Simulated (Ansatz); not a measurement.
# (BP)2(GaN)1 [001] superlattice, started as zinc blende: from the cell to its phonons, part 2 of 2

How does (BP)2(GaN)1 [001] superlattice, started as zinc blende vibrate, and is this structure a minimum?

Ansatz 0.2.0; DFT LDA, scalar-relativistic, plane waves, PAW.

So far. Step 4 (Relaxing to small forces for the phonons): The largest force component left is 0.22 meV/Å and the pressure is 0.000 GPa, within the tolerances set. The cell now holds 11.39 Å³/atom. The relaxed cell has a, b, c = 3.102, 3.205, 13.749 Å (conventional setting).

The structure was built from a prototype and need not be the compound's stable phase.

## Step 5: Linear response at the zone centre

The zone centre is the only wavevector solved here; it holds the modes that light can see, as far as symmetry allows. No field response is asked, since the mesh shows no gap.

Contents of input.yaml:

```yaml
crystal:
  lattice:
    - [2.2664111837, 2.2664111837, 0.0]
    - [-2.1931281158, 2.1931281158, 0.0]
    - [2.2297696498, 0.036641534, 6.8744289541]
  atoms:
    - { symbol: B, position: [0.0063612515, -0.0063612515, -0.0127225029] }
    - { symbol: B, position: [0.3426650794, 0.6573349206, 0.3146698413] }
    - { symbol: Ga, position: [0.6449598039, 0.3550401961, 0.7100803921] }
    - { symbol: "N", position: [0.0655034774, 0.4344965226, 0.8689930452] }
    - { symbol: P, position: [0.4257869267, 0.0742130733, 0.1484261467] }
    - { symbol: P, position: [0.7647234611, 0.7352765389, 0.4705530779] }
kpoints:
  mp_grid: { grid: [12, 12, 12] }
hamiltonian:
  xc: lda
scf:
  occupations: { method: methfessel_paxton, width: 0.2 }
output:
  eigenvalues: true
phonons:
  method: dfpt
```

On the command line:

```sh
$ ansatz run input.yaml --threads 8 --pin off --max-ram 14336MiB --backend cpu --events-out ev --progress --plain --runs-dir out
```

Numbers of over 12 decimals in the logs are rounded to 6 here.

Output:

```text
Warning: crystal.symmetry: narrowed to the stabiliser of the run's FFT grids — unitary ops 4 → 1. A phonons.method: dfpt run fills in the rows of the dynamical matrix that it does not solve by its symmetry operations, which is exact only for operations that map its FFT grids onto themselves: filled in by any other, the frequencies could depend on the order in which like atoms are typed, or, by more than the grids' own error, on where the crystal sits among the grids' points. Excluded: 3 operations. The run can therefore solve more perturbations, solve them on more k-points, or both, and cost more. [rest of the remark cut]
[...]
Crystal: 6 atoms, lattice volume = 68.339 Å³
Basis set: ecut = 420 eV, 1331 PW (Γ), exchange–correlation on 48×48×100 points (8 copies of the dense FFT grid, shifted against one another)
Bands: 23, of which v1, the nominal top of the filled ones, is band 17 counted from 1 (16 counted from 0)
Symmetry: 4 space group operations
k-points: 868 of 1728 (irreducible under 1 space group operation, time reversal used)
[...]
SCF iter   1: F=—  HF=-5833.649959 eV  |F-HF|=—  |Δ(HF+E_count)|=         —  Δρ=9.25e-3  dr2=5.76e-2  ethr=1.77e-3  ⟨swp⟩=6.1  Hψ=104236  notcnv=0
[...]
SCF iter  12: F=-5833.635384 eV  HF=-5833.635384 eV  |F-HF|=4.55e-12  |Δ(HF+E_count)|=  4.55e-12  S|Δr|=    0.00e0  Δρ=7.43e-8  dr2=4.14e-12  ethr=1.00e-12  ⟨swp⟩=11.1  Hψ=115887  notcnv=0
SCF 1 converged in 12 iterations: F = -5833.635384 eV  dr2 = 4.14e-12
[...]
DFPT response loops at Γ: preconditioner auto → Kerker (q_TF=auto, 2.429 Å⁻¹) (partly filled bands, converged f_vac=0.000); β = 1.00, the filter's whole step (`scf.mixing.beta` (0.50) is not read by the response loops under this deck's `scf.mixing.preconditioner`; to damp them name `kerker` or `kerker_dos`, under which they read `scf.mixing.beta`, and type it under 1.00, their step now; both keys bind the ground state too); Broyden in place of MSR1
SCF converged after 12 iterations
[...]
Free energy (F): -5833.635384 eV
[...]
Internal energy: -5833.634382 eV  (E = F + TS)
E sigma→0 (E₀):  -5833.635134 eV
Entropy (-TS):   -0.001002 eV (-0.167 meV/atom)
Fermi energy:    11.220512 eV
[...]
--- Band table (eV; the first three rows and the last of 868) ---
  k-point 0: bands = [... 13 lower, 7.3200, 9.1074, 9.6866, 10.5437, 11.4462, 12.0601, 12.7135, 13.9804, ... 2 higher]
  k-point 1: bands = [... 13 lower, 7.3316, 9.0243, 9.6453, 10.5624, 11.4078, 12.0625, 12.7007, 14.0039, ... 2 higher]
  k-point 2: bands = [... 13 lower, 7.3637, 8.7989, 9.5323, 10.6030, 11.3069, 12.0737, 12.6629, 14.0409, ... 2 higher]
  k-point 867: bands = [... 13 lower, 4.7035, 4.8609, 5.8371, 5.9516, 11.3564, 11.7355, 13.4446, 13.6232, ... 2 higher]
--- Phonons (Γ-DFPT): 18 representative perturbations + reference, on 868 of 1728 k-points (Σ response iterations 59) ---
  ASR residual: 1.051e-4 → 0.000e0 eV/Å²; symmetrization residual: 1.881e-6 eV/Å²
  The last average, over the group as it would stand without the narrowing to the FFT grids, took up to 6.464e-6 eV/Å² of the zone centre's force constants
  ASR residual per site (eV/Å²): 8.59e-6 1.46e-5 2.84e-5 1.05e-4 1.28e-5 1.94e-5
  Γ frequencies (cm⁻¹): -117.78 0.00 0.00 0.00 159.28 181.50 273.11 314.58 332.33 372.35 442.43 583.78 597.77 760.05 767.45 795.38 807.67 823.41
  non-analytic LO–TO correction: not included (Born effective charges unavailable; polar crystals: no LO–TO splitting at Γ)
```

Run time: 4.4 min. Hardware: 8 threads of Arm Neoverse V2, shared host; peak memory 5 GiB.

Numbers from this step:

```
sum-rule residual before enforcement                    : 1.05e-4 eV/Å²
point group                                             : mm2
highest optical mode at the zone centre (no LO-TO term) : 823.4 cm⁻¹
lowest optical zone-centre mode                         : -117.8 cm⁻¹
```

Patterns of degenerate modes are one choice out of their space. Modes at Γ, with each element's share of the kinetic energy (negative means imaginary):

| mode | frequency (cm⁻¹) | symmetry | B % | Ga % | N % | P % |
| --- | --- | --- | --- | --- | --- | --- |
| 1 | -117.8 | B1 | 63 | 1 | 35 | 1 |
| 2 | 0.0 | acoustic | 13 | 42 | 8 | 37 |
| 3 | 0.0 | acoustic | 13 | 42 | 8 | 37 |
| 4 | 0.0 | acoustic | 13 | 42 | 8 | 37 |
| 5 | 159.3 | B1 | 11 | 32 | 18 | 39 |
| 6 | 181.5 | B2 | 12 | 44 | 2 | 41 |
| 7 | 273.1 | B2 | 20 | 5 | 0 | 75 |
| 8 | 314.6 | A1 | 9 | 53 | 0 | 38 |
| 9 | 332.3 | B1 | 24 | 10 | 20 | 45 |
| 10 | 372.4 | B1 | 15 | 15 | 18 | 52 |
| 11 | 442.4 | A1 | 12 | 0 | 11 | 76 |
| 12 | 583.8 | A1 | 10 | 5 | 58 | 27 |
| 13 | 597.8 | B2 | 6 | 9 | 78 | 7 |
| 14 | 760.0 | B1 | 73 | 0 | 0 | 27 |
| 15 | 767.5 | B2 | 75 | 0 | 4 | 20 |
| 16 | 795.4 | A1 | 82 | 0 | 0 | 18 |
| 17 | 807.7 | A1 | 73 | 0 | 23 | 4 |
| 18 | 823.4 | B2 | 74 | 0 | 7 | 19 |

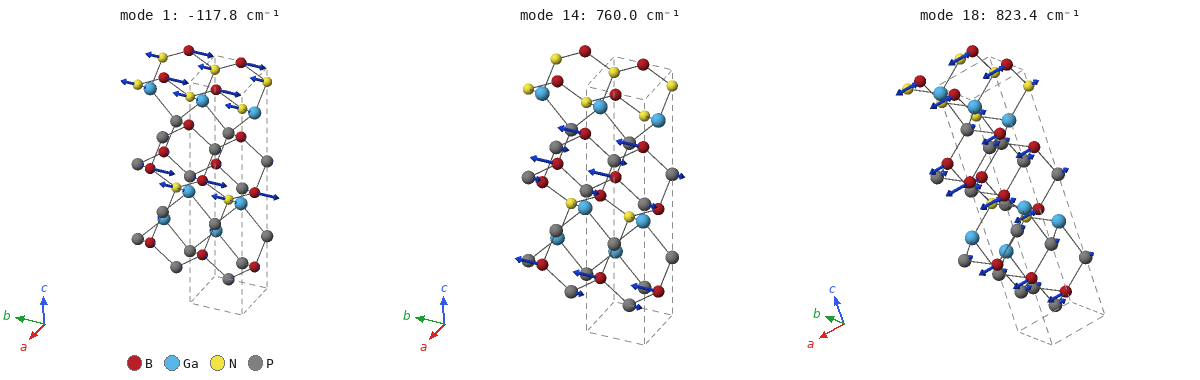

Displacement patterns of modes 1, 14 and 18 at Γ; arrows are exaggerated. 1×2×1 conventional cells are drawn. Some periodic images of atoms are drawn too.

Before it was imposed, the acoustic sum rule was missed by 1.1e-4 eV/Å². Small misses are needed for a sound result but don't prove that mesh and cutoff are converged. The lowest optical mode is imaginary, 117.8i cm⁻¹, so the energy falls along it.

## Step 6: Another isotope, element B, natural mass 10.81 amu

An isotope changes the mass and not the force constants, so no new electronic calculation is needed; the shifts show which modes move this element.

The same force constants with the mass of B changed from 10.810 to 10.013 u (phonopy, no LO-TO term). Both lists are sorted by frequency; levels can cross, so a row need not hold one and the same mode. Modes under 3 cm⁻¹ are left out. Isotope shifts, by row:

| q | rank | natural mass (cm⁻¹) | changed mass (cm⁻¹) |
| --- | --- | --- | --- |
| 0 0 0 | 1 | -117.8 | -120.6 |
| 0 0 0 | 5 | 159.3 | 160 |
| 0 0 0 | 6 | 181.5 | 182.3 |
| 0 0 0 | 7 | 273.1 | 275.1 |
| 0 0 0 | 8 | 314.6 | 315.7 |
| 0 0 0 | 9 | 332.3 | 335.3 |
| 0 0 0 | 10 | 372.4 | 374.7 |
| 0 0 0 | 11 | 442.4 | 444.4 |
| 0 0 0 | 12 | 583.8 | 585.9 |
| 0 0 0 | 13 | 597.8 | 598.9 |
| 0 0 0 | 14 | 760 | 782 |
| 0 0 0 | 15 | 767.5 | 790.3 |
| 0 0 0 | 16 | 795.4 | 820.9 |
| 0 0 0 | 17 | 807.7 | 831.1 |
| 0 0 0 | 18 | 823.4 | 847.4 |

A mode of this element alone would shift by +3.90 %. The highest zone-centre frequency without the field goes from 823.4 to 847.4 cm⁻¹ (+2.9 %).

## Step 7: Another isotope, element Ga, natural mass 69.723 amu

The same for Ga, from 69.72 to 70.92 u.

A mode of this element alone would shift by -0.85 %. The highest zone-centre frequency without the field goes from 823.4 to 823.4 cm⁻¹ (-0.0 %).

## Step 8: Isotope substitution, element N, natural mass 14.007 amu

The same for N, from 14.01 to 15.00 u.

A mode of this element alone would shift by -3.37 %. The highest zone-centre frequency without the field goes from 823.4 to 821.7 cm⁻¹ (-0.2 %).

## Step 9: Summary of results

- space group after relaxation (within 0.01 Å): Imm2
- volume per atom: 11.4 Å³
- electronic character: no gap on this mesh
- highest optical mode at the zone centre (no LO-TO term): 823 cm⁻¹
- lowest optical zone-centre mode: -118 cm⁻¹
- imaginary modes at Γ (the only wavevector solved): yes

In words: A zone-centre mode is imaginary (117.8i cm⁻¹), so this structure is not a minimum of the energy. The optical modes at Γ span -118 to 823 cm⁻¹ (negative means imaginary). No dispersion was computed. The highest mode in this list at Γ, 823.4 cm⁻¹, is mostly motion of B (74 % of the kinetic energy). With no gap, or one that is small against the smearing, the frequencies hang on the k mesh and the smearing, most of all near Kohn anomalies. The starting cell was built on a prototype and not taken from a measurement, so the phase need not exist. These are harmonic frequencies at zero temperature: anharmonic shifts, linewidths and thermal expansion are left out.

[Logs are printed without paths, hosts, clocks, repeated set-up lines and the standing remarks that a program may print on its own settings, such as how far it seeks lower states.]

[Hosts, paths, dates, database ids (printed as entryN), source tags and the programs' standing remarks are cut or masked in the printed files.]
